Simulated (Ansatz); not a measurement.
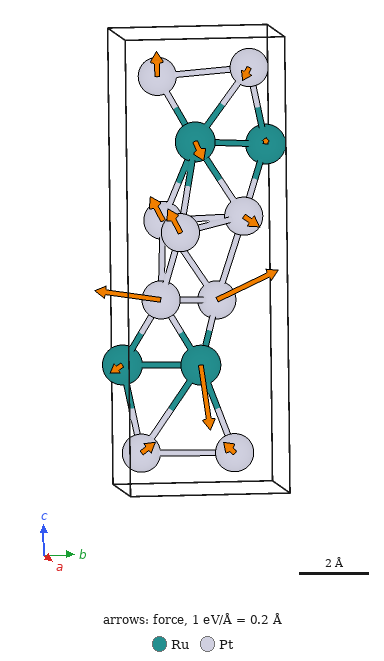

Starting geometry of solid RuPt$_{2}$ (a generated structure, set up in P1) (coarse preliminary run) with the computed forces as orange arrows. The picture is a ball-and-stick view of the cell of the calculation, seen slightly off an axis.

Theory: DFT PBE, scalar-relativistic, plane waves, PAW (Ansatz 0.2.0). Set-up: plane-wave cutoff 420 eV; k-point mesh 8 × 4 × 2; occupations gaussian; smearing width 0.2 eV; no spin polarisation; cell and atoms relaxed; force threshold 0.025 eV/Å; at most 60 steps.

What follows when this structure is relaxed?

It isn't relaxed: the largest force vector, on a Pt atom, is 10.13 eV/Å. The final displacements follow the starting forces only in part (cosine between the two patterns 0.69). After 4 accepted moves (5 points after the start) the energy has fallen by 492 meV per atom. The largest force component goes from 9.8 to 0.0041 eV/Å. The pressure goes from 22.49 to −0.04 GPa. The SCF was repeated once at an unchanged geometry on a basis and grid sized afresh for the cell, which shifted the energy by less than 0.05 meV per atom at most. The atom that moves furthest relative to the cell is a Pt atom (0.47 Å roughly along [−1 −1 0]). By element the largest moves are Pt 0.47 Å, Ru 0.36 Å. Cell: a 2.816 → 2.779 Å (−1.3 %), b 4.788 → 4.812 Å (+0.5 %), c 13.408 → 13.506 Å (+0.7 %), α 90.2° → 90.0°, β 93.7° → 90.0°, γ 92.0° → 90.0°. Volume +0.2 %. Among the contacts that change: Pt–Pt 2.397 → 2.866 Å, Pt–Pt 2.344 → 2.778 Å, Pt–Ru 3.134 → 2.713 Å, Pt–Pt 3.198 → 2.778 Å. The space group (tolerance 0.01 Å) goes from P1 (No. 1) to P6_3/mmc (No. 194). The run took 3.8 min on 1 thread of Intel(R) Xeon(R) 6975P-C (Granite Rapids), on a shared host, peak memory 0.88 GiB.
